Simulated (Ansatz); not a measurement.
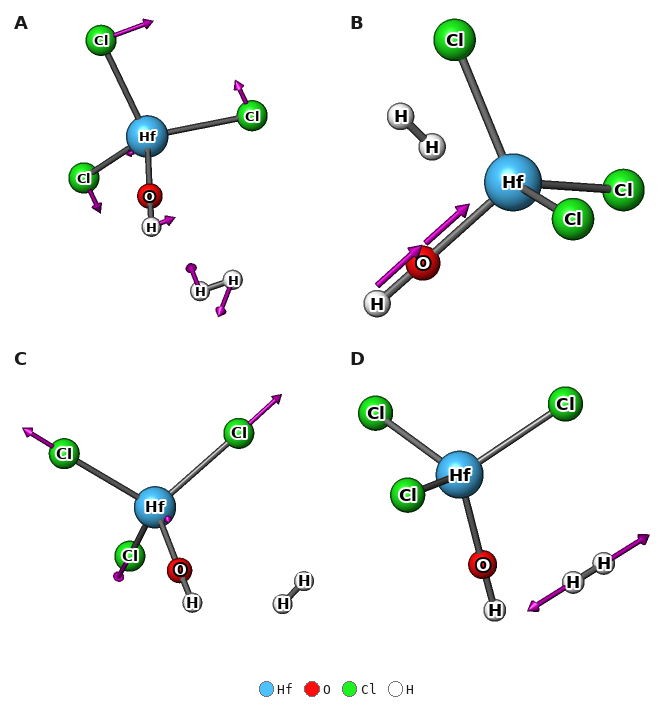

4 normal modes of one molecule or complex, as arrows. Charge 0, singlet. Harmonic vibrations computed with RKS PBE0-D4/def2-TZVP, core potentials on Hf (Ansatz 0.2.0) at a stationary point of the same level.

### Match the panels to the wavenumbers 98 cm⁻¹, 376 cm⁻¹, 740 cm⁻¹, 4399 cm⁻¹.

A: 98 cm⁻¹, Cl–Hf–Cl bending
B: 740 cm⁻¹, Hf–O stretching
C: 376 cm⁻¹, in-phase stretching of 3 Hf–Cl bonds
D: 4399 cm⁻¹, H–H stretching
